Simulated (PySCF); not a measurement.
# BHCl2 (SMILES [H]B(Cl)Cl) at CCSDT(Q)/STO-3G

What is the energy change on altering one bond length of BHCl2 at CCSDT(Q)/STO-3G? Input form: a Python script.

The calculation is run with PySCF 2.14.0.

23 further runs of the same task are left out: 10 that didn't finish, 13 set aside as unsound or not needed.

### Step 1. The system as given

BHCl2: 4 atoms, total charge 0, spin state singlet. SMILES: `[H]B(Cl)Cl`. The shape is that of a GFN2-xTB optimisation.

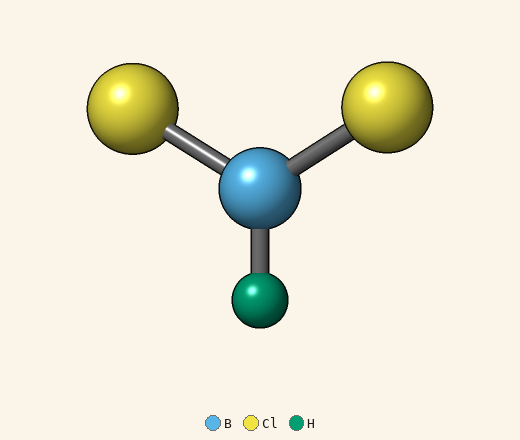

The structure, seen from a chosen angle (boron blue, chlorine yellow, hydrogen teal).

### Step 2. The energy at CCSDT(Q)/STO-3G

File calc.py:

```python
# BCl2H
from pyscf import gto, cc

mol = gto.M(
    atom='''
B     -0.127122    -0.212311     0.002192
Cl     3.086660    -0.275446     0.023773
Cl    -1.688546     2.598978    -0.033051
H     -1.270992    -2.111221     0.007086
''',
    verbose=3,
    spin=0,
    max_memory=1860,
    basis='sto-3g',
    unit='bohr',
)

mf = mol.RHF()
mf.conv_tol = 1e-10
mf.kernel()
if not mf.converged:
    mf = mf.newton().run(mf.mo_coeff, mf.mo_occ)

mycc = cc.CCSDT(mf, frozen=11)
mycc.kernel()
e_bracket, e_q = mycc.ccsdt_q()
etot = mycc.e_tot + e_q
print('Final energy', etot)
```

The run is started by

```bash
$ OMP_NUM_THREADS=1 python calc.py
```

Standard output:

```text
converged SCF energy = -934.177968694704
_make_eris_incore_RCCSDT

WARN: A large `blksize` is being used, which may cause large memory consumption
      for storing contraction intermediates. If memory is sufficient, consider using
      `pyscf.cc.rccsdt_highm.RCCSDT` instead.

RCCSDT converged
E(RCCSDT) = -934.246108596589   E_corr = -0.06813990188464467
E_corr(same-spin) = -0.0107381151977724
E_corr(oppo-spin) = -0.0574017866868723
_make_eris_incore_RCCSDT
Final energy -934.2460402514389
```

Wall time 2.9 s (1 thread of Arm Neoverse V1, shared host); peak memory 0.12 GiB.

### Step 3. The distorted shape at the same level

File calc.py:

```python
from pyscf import gto, cc

molecule = gto.M(
    atom=[
    ('B', (0.924239, -1.897528, 0.023540)),
    ('Cl', (2.624899, -1.930938, 0.034960)),
    ('Cl', (-0.893540, 1.375320, -0.017490)),
    ('H', (0.318929, -2.902388, 0.026130)),
],
    verbose=4,
    max_memory=1860,
    basis='sto-3g',
    charge=0,
)

hf = molecule.RHF()
hf.conv_tol = 1e-10
hf.kernel()
if not hf.converged:
    hf = hf.newton().run(hf.mo_coeff, hf.mo_occ)

mycc = cc.CCSDT(hf, frozen=11)
mycc.kernel()
e_bracket, e_q = mycc.ccsdt_q()
e_tot = mycc.e_tot + e_q
print('Final energy', e_tot)
```

The run is started by

```bash
$ OMP_NUM_THREADS=1 python calc.py
```

Standard output:

```text
PySCF version 2.14.0

[INPUT] num. atoms = 4
[INPUT] num. electrons = 40
[INPUT] charge = 0
[INPUT] spin (= nelec alpha-beta = 2S) = 0
[INPUT] symmetry False subgroup None
[INPUT] Mole.unit = angstrom
[INPUT] Symbol           X                Y                Z      unit          X                Y                Z       unit  Magmom
[INPUT]  1 B      0.924239000000  -1.897528000000   0.023540000000 AA    1.746558583642  -3.585808233694   0.044484152972 Bohr   0.0
[INPUT]  2 Cl     2.624899000000  -1.930938000000   0.034960000000 AA    4.960340214645  -3.648943983515   0.066064825315 Bohr   0.0
[INPUT]  3 Cl    -0.893540000000   1.375320000000  -0.017490000000 AA   -1.688545881344   2.598978133637  -0.033051309919 Bohr   0.0
[INPUT]  4 H      0.318929000000  -2.902388000000   0.026130000000 AA    0.602688463181  -5.484718427224   0.049378543635 Bohr   0.0

nuclear repulsion = 78.0040674095431
number of shells = 14
number of NR pGTOs = 72
number of NR cGTOs = 24
basis = sto-3g
ecp = {}

******** <class 'pyscf.scf.hf.RHF'> ********
method = RHF
initial guess = minao
damping factor = 0
level_shift factor = 0
DIIS = <class 'pyscf.scf.diis.CDIIS'>
diis_start_cycle = 1
diis_space = 8
diis_damp = 0
SCF conv_tol = 1e-10
SCF conv_tol_grad = None
SCF max_cycles = 50
direct_scf = True
direct_scf_tol = 1e-13
Set gradient conv threshold to 1e-05
Initial guess from minao.
init E= -933.155258675745
  HOMO = -0.451158800584375  LUMO = -0.0192548086250642  gap/eV = 11.75271
cycle= 1 E= -933.729044297551  delta_E= -0.574  |g|= 0.393  |ddm|=  2.1
  HOMO = -0.0981399951127772  LUMO = -0.0960069944160303  gap/eV = 0.05804
cycle= 2 E= -930.038342494576  delta_E= 3.69  |g|= 0.955  |ddm|= 4.63
  HOMO = -0.349441912359003  LUMO = 0.0554620393793537  gap/eV = 11.01800
cycle= 3 E= -933.792434976352  delta_E= -3.75  |g|= 0.222  |ddm|= 4.64
  HOMO = -0.211015678095355  LUMO = -0.0244848780050657  gap/eV = 5.07576
cycle= 4 E= -933.811619929342  delta_E= -0.0192  |g|= 0.124  |ddm|= 0.246
  HOMO = -0.139051169798648  LUMO = -0.0678356456113537  gap/eV = 1.93787
cycle= 5 E= -933.846337530197  delta_E= -0.0347  |g|= 0.0872  |ddm|= 0.692
  HOMO = -0.108889070965772  LUMO = -0.0795321548157022  gap/eV = 0.79884
cycle= 6 E= -933.821781068833  delta_E= 0.0246  |g|= 0.0665  |ddm|= 0.542
  HOMO = -0.0764571706153452  LUMO = -0.0382446471437816  gap/eV = 1.03982
cycle= 7 E= -930.408917072281  delta_E= 3.41  |g|= 1.42  |ddm|= 4.56
  HOMO = -0.049575406595316  LUMO = 0.00334985500884766  gap/eV = 1.44017
cycle= 8 E= -930.093725084448  delta_E= 0.315  |g|= 1.05  |ddm|= 0.548
  HOMO = -0.047742928665314  LUMO = 0.00528876996949357  gap/eV = 1.44307
cycle= 9 E= -930.088548359113  delta_E= 0.00518  |g|= 1.05  |ddm|= 0.0208
  HOMO = -0.040728601777769  LUMO = 0.0160472694411879  gap/eV = 1.54495
cycle= 10 E= -930.063576956777  delta_E= 0.025  |g|= 1.02  |ddm|= 0.29
  HOMO = -0.041327451085255  LUMO = 0.0138789667324249  gap/eV = 1.50224
cycle= 11 E= -930.063923296149  delta_E= -0.000346  |g|= 1.02  |ddm|= 0.115
  HOMO = -0.0551802635648999  LUMO = -0.00127376330398815  gap/eV = 1.46687
cycle= 12 E= -930.066276262182  delta_E= -0.00235  |g|=    1  |ddm|= 0.0958
  HOMO = -0.0808561340083627  LUMO = -0.0279942665907918  gap/eV = 1.43844
cycle= 13 E= -930.175072656729  delta_E= -0.109  |g|= 1.16  |ddm|= 0.351
  HOMO = -0.0813641932463868  LUMO = -0.0367316434363905  gap/eV = 1.21451
cycle= 14 E= -933.290943546051  delta_E= -3.12  |g|= 0.64  |ddm|= 3.17
  HOMO = -0.19536360460408  LUMO = -0.00206485228462161  gap/eV = 5.25993
cycle= 15 E= -933.757258406561  delta_E= -0.466  |g|= 0.391  |ddm|= 3.39
  HOMO = -0.216503453021866  LUMO = -0.0441937612527147  gap/eV = 4.68879
cycle= 16 E= -933.806110647054  delta_E= -0.0489  |g|= 0.203  |ddm|= 0.362
  HOMO = -0.124763694254312  LUMO = -0.054348741489187  gap/eV = 1.91609
cycle= 17 E= -933.565637435669  delta_E= 0.24  |g|= 0.512  |ddm|= 2.87
  HOMO = -0.133866506236111  LUMO = -0.0644173659416396  gap/eV = 1.88981
cycle= 18 E= -933.825089532541  delta_E= -0.259  |g|= 0.246  |ddm|= 1.36
  HOMO = -0.181219408677629  LUMO = -0.0460819417852226  gap/eV = 3.67728
cycle= 19 E= -933.869773156421  delta_E= -0.0447  |g|= 0.0438  |ddm|= 0.726
  HOMO = -0.19565324396354  LUMO = -0.0335540092565545  gap/eV = 4.41094
cycle= 20 E= -933.871078865699  delta_E= -0.00131  |g|= 0.03  |ddm|= 0.112
  HOMO = -0.204909970706214  LUMO = -0.0239587745834809  gap/eV = 4.92393
cycle= 21 E= -933.873111775429  delta_E= -0.00203  |g|= 0.0233  |ddm|= 0.302
  HOMO = -0.205937162823722  LUMO = -0.026530555394837  gap/eV = 4.88190
cycle= 22 E= -933.874711185166  delta_E= -0.0016  |g|= 0.00976  |ddm|= 0.264
  HOMO = -0.209235949409414  LUMO = -0.0169919777604554  gap/eV = 5.23122
cycle= 23 E= -933.874805604569  delta_E= -9.44e-05  |g|= 0.0279  |ddm|= 0.435
  HOMO = -0.210156661210388  LUMO = -0.0192578814245279  gap/eV = 5.19462
cycle= 24 E= -933.875281594463  delta_E= -0.000476  |g|= 0.0185  |ddm|= 0.0386
  HOMO = -0.21230131719407  LUMO = -0.0244239085651754  gap/eV = 5.11240
cycle= 25 E= -933.875687864066  delta_E= -0.000406  |g|= 0.00121  |ddm|= 0.0942
  HOMO = -0.211963188788645  LUMO = -0.0252731466528627  gap/eV = 5.08009
cycle= 26 E= -933.875684567861  delta_E= 3.3e-06  |g|= 0.00203  |ddm|= 0.0131
  HOMO = -0.211765051685803  LUMO = -0.0245985917967264  gap/eV = 5.09306
cycle= 27 E= -933.875689327353  delta_E= -4.76e-06  |g|= 0.000444  |ddm|= 0.0116
  HOMO = -0.211899086170148  LUMO = -0.0246847351900374  gap/eV = 5.09436
cycle= 28 E= -933.875689498938  delta_E= -1.72e-07  |g|= 0.000189  |ddm|= 0.00299
  HOMO = -0.21184537098379  LUMO = -0.0246423833525533  gap/eV = 5.09405
cycle= 29 E= -933.875689532678  delta_E= -3.37e-08  |g|= 8.29e-05  |ddm|= 0.00121
  HOMO = -0.211849314109069  LUMO = -0.0246637665593369  gap/eV = 5.09358
cycle= 30 E= -933.875689551012  delta_E= -1.83e-08  |g|= 1.26e-05  |ddm|= 0.00124
  HOMO = -0.211858397586964  LUMO = -0.0246586939948807  gap/eV = 5.09396
cycle= 31 E= -933.875689552396  delta_E= -1.38e-09  |g|= 3.73e-06  |ddm|= 0.00056
  HOMO = -0.211856186594385  LUMO = -0.0246598122471373  gap/eV = 5.09387
cycle= 32 E= -933.875689552431  delta_E= -3.52e-11  |g|= 4.6e-07  |ddm|= 6.37e-05
  HOMO = -0.211856300876807  LUMO = -0.0246595778693653  gap/eV = 5.09388
Extra cycle  E= -933.875689552432  delta_E= -2.27e-13  |g|= 3.13e-07  |ddm|= 2.49e-06
converged SCF energy = -933.875689552432

******** <class 'pyscf.cc.rccsdt.RCCSDT'> ********
RCCSDT nocc = 9, nmo = 13
Allocating only the i<=j<=k part of the T3 amplitude in memory
frozen orbitals 11
max_cycle = 50
conv_tol = 1e-07
conv_tol_normt = 1e-06
diis with the T3 amplitude
diis_space = 6
diis_start_cycle = 0
diis_start_energy_diff = 1e+09
einsum_backend: numpy
_make_eris_incore_RCCSDT
blksize  8    blksize_oovv  4    blksize_oooo  4    blksize_vvvv  1

WARN: A large `blksize` is being used, which may cause large memory consumption
      for storing contraction intermediates. If memory is sufficient, consider using
      `pyscf.cc.rccsdt_highm.RCCSDT` instead.

Approximate memory usage estimate
    T3 memory                82.5 KB
    R3 memory                82.5 KB
    Symmetrized T3 memory    45.0 KB
    ERIs memory               223 KB
    T1-ERIs memory            223 KB
    Intermediates memory      223 KB
    Block workspace           104 KB
    T3 einsum buffer          104 KB
Init t2, MP2 energy = -933.994943498661  E_corr(MP2) -0.119253946229
Init E_corr(RCCSDT) = -0.119253946228792
cycle =  1  E_corr(RCCSDT) = -0.094090434227  dE =  2.516351200144e-02  norm(d tamps) = 4.13279828e-01
cycle =  2  E_corr(RCCSDT) = -0.204847535958  dE = -1.107571017302e-01  norm(d tamps) = 5.80359236e-01
cycle =  3  E_corr(RCCSDT) = -0.152784921008  dE =  5.206261494932e-02  norm(d tamps) = 8.49792952e-01
cycle =  4  E_corr(RCCSDT) = -0.189411115069  dE = -3.662619406091e-02  norm(d tamps) = 2.00050801e-01
cycle =  5  E_corr(RCCSDT) = -0.192455460089  dE = -3.044345020004e-03  norm(d tamps) = 7.92421888e-02
cycle =  6  E_corr(RCCSDT) = -0.188368293132  dE =  4.087166957088e-03  norm(d tamps) = 5.75000976e-02
cycle =  7  E_corr(RCCSDT) = -0.185115682693  dE =  3.252610439282e-03  norm(d tamps) = 1.51069887e-02
cycle =  8  E_corr(RCCSDT) = -0.186541867703  dE = -1.426185010034e-03  norm(d tamps) = 8.47361613e-03
cycle =  9  E_corr(RCCSDT) = -0.186416984065  dE =  1.248836376117e-04  norm(d tamps) = 3.36051679e-03
cycle = 10  E_corr(RCCSDT) = -0.186371519701  dE =  4.546436467870e-05  norm(d tamps) = 2.32159587e-03
cycle = 11  E_corr(RCCSDT) = -0.186427363393  dE = -5.584369269257e-05  norm(d tamps) = 9.13938906e-04
cycle = 12  E_corr(RCCSDT) = -0.186415810715  dE =  1.155267776090e-05  norm(d tamps) = 5.03853625e-04
cycle = 13  E_corr(RCCSDT) = -0.186404824504  dE =  1.098621187987e-05  norm(d tamps) = 3.20091708e-04
cycle = 14  E_corr(RCCSDT) = -0.186413520128  dE = -8.695624663047e-06  norm(d tamps) = 2.40800000e-04
cycle = 15  E_corr(RCCSDT) = -0.186414301955  dE = -7.818272253213e-07  norm(d tamps) = 1.36398857e-04
cycle = 16  E_corr(RCCSDT) = -0.186412964669  dE =  1.337286610475e-06  norm(d tamps) = 1.35209372e-04
cycle = 17  E_corr(RCCSDT) = -0.186416745904  dE = -3.781234720113e-06  norm(d tamps) = 7.83538116e-05
cycle = 18  E_corr(RCCSDT) = -0.186415913754  dE =  8.321495806041e-07  norm(d tamps) = 7.72013067e-05
cycle = 19  E_corr(RCCSDT) = -0.186415393698  dE =  5.200563220342e-07  norm(d tamps) = 5.92636536e-05
cycle = 20  E_corr(RCCSDT) = -0.186415845897  dE = -4.521990766004e-07  norm(d tamps) = 4.26491310e-05
cycle = 21  E_corr(RCCSDT) = -0.186416029581  dE = -1.836841207747e-07  norm(d tamps) = 2.54044876e-05
cycle = 22  E_corr(RCCSDT) = -0.186415361541  dE =  6.680395464864e-07  norm(d tamps) = 1.97974953e-05
cycle = 23  E_corr(RCCSDT) = -0.186415074949  dE =  2.865918938000e-07  norm(d tamps) = 8.73973964e-06
cycle = 24  E_corr(RCCSDT) = -0.186415231652  dE = -1.567025088300e-07  norm(d tamps) = 7.55908854e-06
cycle = 25  E_corr(RCCSDT) = -0.186414926453  dE =  3.051986519065e-07  norm(d tamps) = 6.71867665e-06
cycle = 26  E_corr(RCCSDT) = -0.186414895273  dE =  3.118041294603e-08  norm(d tamps) = 5.79225918e-06
cycle = 27  E_corr(RCCSDT) = -0.186414931278  dE = -3.600504397405e-08  norm(d tamps) = 5.47021694e-06
cycle = 28  E_corr(RCCSDT) = -0.186414911527  dE =  1.975097849161e-08  norm(d tamps) = 5.39703995e-06
cycle = 29  E_corr(RCCSDT) = -0.186414877405  dE =  3.412227086996e-08  norm(d tamps) = 5.29296278e-06
cycle = 30  E_corr(RCCSDT) = -0.186414901979  dE = -2.457407735634e-08  norm(d tamps) = 5.25256437e-06
cycle = 31  E_corr(RCCSDT) = -0.186414952041  dE = -5.006242984051e-08  norm(d tamps) = 5.21226215e-06
cycle = 32  E_corr(RCCSDT) = -0.186414886374  dE =  6.566691829191e-08  norm(d tamps) = 5.18007011e-06
cycle = 33  E_corr(RCCSDT) = -0.186414888106  dE = -1.731950333150e-09  norm(d tamps) = 5.12769385e-06
cycle = 34  E_corr(RCCSDT) = -0.186414919360  dE = -3.125390612979e-08  norm(d tamps) = 4.91308486e-06
cycle = 35  E_corr(RCCSDT) = -0.186415004488  dE = -8.512822100015e-08  norm(d tamps) = 4.79738998e-06
cycle = 36  E_corr(RCCSDT) = -0.186414898706  dE =  1.057819375982e-07  norm(d tamps) = 4.26904870e-06
cycle = 37  E_corr(RCCSDT) = -0.186414997002  dE = -9.829555563945e-08  norm(d tamps) = 3.17353050e-06
cycle = 38  E_corr(RCCSDT) = -0.186414899464  dE =  9.753831722858e-08  norm(d tamps) = 3.91100785e-06
cycle = 39  E_corr(RCCSDT) = -0.186414972388  dE = -7.292426840166e-08  norm(d tamps) = 1.74584610e-06
cycle = 40  E_corr(RCCSDT) = -0.186414909936  dE =  6.245157135876e-08  norm(d tamps) = 1.00191067e-06
cycle = 41  E_corr(RCCSDT) = -0.186414918063  dE = -8.126396638941e-09  norm(d tamps) = 7.31253133e-07
RCCSDT converged
E(RCCSDT) = -934.0621044704944   E_corr = -0.1864149180627621
E_corr(same-spin) = -0.00697698703281647
E_corr(oppo-spin) = -0.179437931029946
_make_eris_incore_RCCSDT
[Q] correction =  2.521698235922e-03    (Q) correction =  1.445099074420e-03
Final energy -934.06065937142
```

Run time: 4.8 s. Hardware: 1 thread of Arm Neoverse V1, shared host; peak memory 0.12 GiB.

### Step 4. Summary of results

Level: CCSDT(Q)/STO-3G, 11 core orbitals frozen.

| quantity | value |
| --- | --- |
| first shape: total energy | -934.24604 Eh |
| first shape: dipole moment (Hartree–Fock density) | 1.20 D |
| first shape: HOMO energy (Hartree–Fock orbitals) | -11.34 eV |
| first shape: LUMO energy (Hartree–Fock orbitals) | 5.07 eV |
| first shape: HOMO–LUMO gap (Hartree–Fock orbitals) | 16.41 eV |
| first shape: correlation energy (11 core orbitals frozen) | -68.1 mEh |
| first shape: T1 diagnostic | 0.012 |
| distorted shape: total energy | -934.06066 Eh |
| distorted shape: dipole moment (Hartree–Fock density) | 8.08 D |
| distorted shape: HOMO energy (Hartree–Fock orbitals) | -5.76 eV |
| distorted shape: LUMO energy (Hartree–Fock orbitals) | -0.67 eV |
| distorted shape: HOMO–LUMO gap (Hartree–Fock orbitals) | 5.09 eV |
| distorted shape: correlation energy (11 core orbitals frozen) | -185.0 mEh |
| distorted shape: T1 diagnostic | 0.106 |
| energy change with the B1–Cl3 bond stretched from 1.702 to 3.744 Å | 5.044 eV |

In words: With the B1–Cl3 bond stretched from 1.702 to 3.744 Å the energy rises by 5.04 eV (487 kJ/mol). The first shape isn't relaxed at this level, so the change isn't measured from a minimum. The minimal basis adds a large error of its own. Mulliken charges (first shape) of the mean-field density run from -0.17 on Cl3 to +0.36 on B1; they depend strongly on the basis. The T1 diagnostic (distorted shape) of 0.106 is above the customary mark for such species, so a single reference may not serve.
